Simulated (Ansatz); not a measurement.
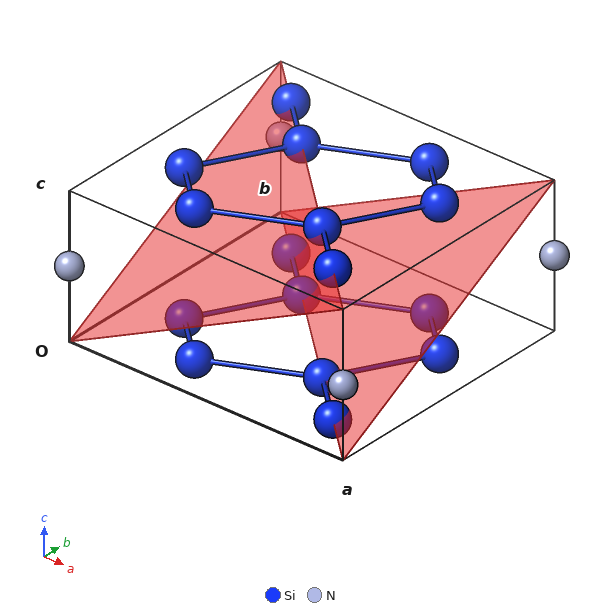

For Si8N, the geometry relaxed with Ansatz, DFT PBE, scalar-relativistic, plane waves, PAW; the starting structure was generated, so it need not be a known form of this composition: every member of one family of equally spaced planes, hx + ky + lz = a whole number, that cuts the unit cell is shaded (one member passes through the origin O). All values are computed from the atomic coordinates in the standard setting (tolerance 0.002 Å).

a = 8.193 Å, b = 8.193 Å, c = 2.658 Å, α = 90.00°, β = 90.00°, γ = 120.00°.

Which (hkl) family is drawn?

Answer. (1 1 −1), in four indices (1 1 −2 −1); the opposite sign names the same planes. The member next to the origin meets the axes a at 1, b at 1, c at −1.

What is the spacing?

Answer. d = 2.230 Å.

Which atoms of the cell lie in these planes (within 0.03 Å)?

Answer. 4 of the 8 Si.
